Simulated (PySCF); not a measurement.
# What a change does: NMR shielding calculation on C₃H₅AlCl₂

System: C₃H₅AlCl₂.
Method of the first run: GIAO PBE0/pcSseg-1 NMR shielding, non-relativistic, gas phase (PySCF 2.14.0).

The geometry comes from this level: PBE0-D3(BJ)/def2-SVP. Text and figures count atoms from 1; the logs count them from 0 in places.

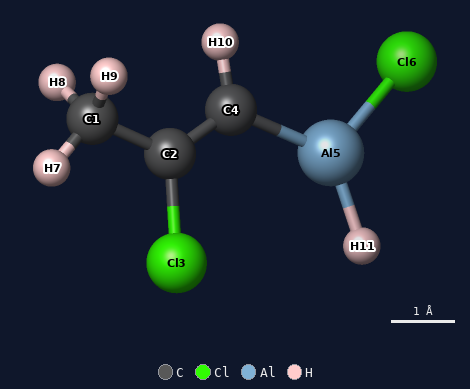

**Figure 1.** The input geometry (ball-and-stick view, seen at a tilt; atoms are numbered from 1 in the order of the input). Sticks mark near contacts.

### Input, the first run
```
{"job": {"kind": "nmr", "xc": "PBE0", "basis": "pcSseg-1", "pop": false}, "charge": 0, "multiplicity": 1}
C     -1.972797    -0.145679     0.252448
C     -0.502225    -0.429160     0.151281
Cl    -0.115996    -2.135838     0.057256
C      0.479518     0.486509     0.124703
Al     2.377640     0.160628    -0.027960
Cl     3.565375     1.905743    -0.156150
H     -2.569790    -1.064842     0.232111
H     -2.290706     0.497347    -0.582566
H     -2.190737     0.392880     1.187582
H      0.122389     1.524339     0.182149
H      3.135882    -1.217927    -0.081833
```

The first line tells a small driver script what to run in PySCF; the rest is the geometry in Å.

Launched with:
```bash
OMP_NUM_THREADS=1 python <driver script> task.json out
```

Hardware: 1 CPU thread, shared host.

### Output (the first run)
```
coarse grid: 11232 points
cycle   1  E = -1279.4944944134  dE =  4.430e-01  |g| = 4.728e-01  |ddm| = 3.099e+00
cycle   2  E = -1279.4582039684  dE =  3.629e-02  |g| = 6.246e-01  |ddm| = 9.399e-01
cycle   3  E = -1279.5499982513  dE = -9.179e-02  |g| = 1.268e-01  |ddm| = 5.731e-01
cycle   4  E = -1279.5542632760  dE = -4.265e-03  |g| = 3.180e-02  |ddm| = 1.526e-01
cycle   5  E = -1279.5544990492  dE = -2.358e-04  |g| = 6.927e-03  |ddm| = 3.625e-02
cycle   6  E = -1279.5545116219  dE = -1.257e-05  |g| = 2.249e-03  |ddm| = 1.237e-02
cycle   7  E = -1279.5545126284  dE = -1.007e-06  |g| = 7.155e-04  |ddm| = 3.031e-03
final grid: 95872 points
cycle   8  E = -1279.5870255425  dE = -2.477e-05  |g| = 6.029e-03  |ddm| = 2.010e-02
cycle   9  E = -1279.5870219283  dE =  3.614e-06  |g| = 6.554e-03  |ddm| = 1.086e-02
cycle  10  E = -1279.5870326117  dE = -1.068e-05  |g| = 1.555e-03  |ddm| = 7.368e-03
cycle  11  E = -1279.5870331395  dE = -5.278e-07  |g| = 3.792e-04  |ddm| = 1.636e-03
cycle  12  E = -1279.5870331727  dE = -3.318e-08  |g| = 9.417e-05  |ddm| = 3.548e-04
cycle  13  E = -1279.5870331750  dE = -2.311e-09  |g| = 2.163e-05  |ddm| = 1.293e-04
cycle  14  E = -1279.5870331751  dE = -1.173e-10  |g| = 5.722e-06  |ddm| = 2.539e-05
converged SCF energy = -1279.5870331751

GIAO shielding tensors (ppm)
atom      isotropic    diamagn.    paramagn.     s11        s22        s33       span
  0 C      153.809     245.877     -92.068    123.435    148.653    189.340     65.905
  1 C       10.317     255.636    -245.319   -116.209     50.602     96.558    212.767
  2 Cl     602.871    1147.884    -545.013    365.505    469.249    973.861    608.356
  3 C       51.341     253.925    -202.585    -53.752     62.822    144.952    198.704
  4 Al     355.629     794.597    -438.968    309.308    358.466    399.113     89.805
  5 Cl     885.184    1148.291    -263.107    694.726    973.676    987.151    292.425
  6 H       29.450      28.154       1.296     24.603     29.559     34.188      9.586
  7 H       28.715      28.118       0.597     25.072     27.351     33.721      8.649
  8 H       28.688      27.825       0.863     25.103     27.254     33.707      8.604
  9 H       25.549      31.621      -6.071     22.255     24.238     30.155      7.900
 10 H       26.024      27.526      -1.502     21.750     25.804     30.519      8.769
```

The input of the second run differs as follows (lines with − go, lines with + come):
```diff
-"xc": "PBE0"
+"xc": "CAM-B3LYP"
```

What does this change do to the results?

The total energies belong to different methods, so their difference says nothing on which is more stable or more accurate. The HOMO goes from −7.68 to −8.94 eV. The LUMO goes from −1.92 to −0.90 eV. The dipole moment goes from 2.93 to 2.86 D. Of all shieldings, the largest change is that of Al5, by −9.7 ppm. The functional changes from PBE0 to CAM-B3LYP. The SCF takes 12 iterations against 14.

### Output (the second run)
```
coarse grid: 11232 points
cycle   1  E = -1280.0198644077  dE =  5.148e-01  |g| = 4.790e-01  |ddm| = 3.017e+00
cycle   2  E = -1280.0227137281  dE = -2.849e-03  |g| = 5.310e-01  |ddm| = 8.903e-01
cycle   3  E = -1280.0835332921  dE = -6.082e-02  |g| = 7.779e-02  |ddm| = 4.488e-01
cycle   4  E = -1280.0849945049  dE = -1.461e-03  |g| = 3.470e-02  |ddm| = 1.066e-01
cycle   5  E = -1280.0852817680  dE = -2.873e-04  |g| = 4.386e-03  |ddm| = 3.716e-02
cycle   6  E = -1280.0852879132  dE = -6.145e-06  |g| = 1.730e-03  |ddm| = 8.700e-03
final grid: 95872 points
cycle   7  E = -1280.1177592877  dE = -1.408e-05  |g| = 3.259e-03  |ddm| = 1.152e-02
cycle   8  E = -1280.1177592131  dE =  7.465e-08  |g| = 3.352e-03  |ddm| = 5.487e-03
cycle   9  E = -1280.1177619027  dE = -2.690e-06  |g| = 3.901e-04  |ddm| = 3.124e-03
cycle  10  E = -1280.1177619355  dE = -3.283e-08  |g| = 1.614e-04  |ddm| = 4.098e-04
cycle  11  E = -1280.1177619416  dE = -6.101e-09  |g| = 2.875e-05  |ddm| = 1.576e-04
cycle  12  E = -1280.1177619419  dE = -2.451e-10  |g| = 1.452e-05  |ddm| = 5.150e-05
converged SCF energy = -1280.1177619419

GIAO shielding tensors (ppm)
atom      isotropic    diamagn.    paramagn.     s11        s22        s33       span
  0 C      152.482     244.989     -92.507    120.699    148.255    188.491     67.793
  1 C        4.950     255.145    -250.195   -130.108     48.412     96.546    226.654
  2 Cl     607.929    1148.241    -540.312    370.557    458.755    994.477    623.920
  3 C       46.591     253.698    -207.107    -63.355     59.419    143.709    207.064
  4 Al     345.909     794.556    -448.646    295.417    350.286    392.025     96.608
  5 Cl     886.385    1148.678    -262.294    695.001    979.902    984.252    289.251
  6 H       29.580      28.145       1.435     24.749     29.758     34.232      9.483
  7 H       28.833      28.237       0.595     25.196     27.530     33.771      8.575
  8 H       28.808      27.911       0.896     25.232     27.432     33.759      8.528
  9 H       25.765      31.815      -6.051     22.371     24.427     30.496      8.125
 10 H       26.156      27.716      -1.560     21.882     25.943     30.642      8.760
```

### The two runs side by side

| quantity | the first run | the second run |
| --- | --- | --- |
| outcome | converged | converged |
| total energy (hartree) | −1279.587033 | −1280.117762 |
| HOMO (eV) | −7.68 | −8.94 |
| LUMO (eV) | −1.92 | −0.90 |
| dipole moment (D) | 2.93 | 2.86 |
| shielding of C1 (ppm) | 153.8 | 152.5 |
| shielding of C2 (ppm) | 10.3 | 5.0 |
| shielding of Cl3 (ppm) | 602.9 | 607.9 |
| shielding of C4 (ppm) | 51.3 | 46.6 |
| shielding of Al5 (ppm) | 355.6 | 345.9 |
| shielding of Cl6 (ppm) | 885.2 | 886.4 |
| shielding of H10 (ppm) | 25.5 | 25.8 |
| SCF iterations | 14 | 12 |
| basis functions | 148 | 148 |
| wall time (shared host) | 20 s | 26 s |
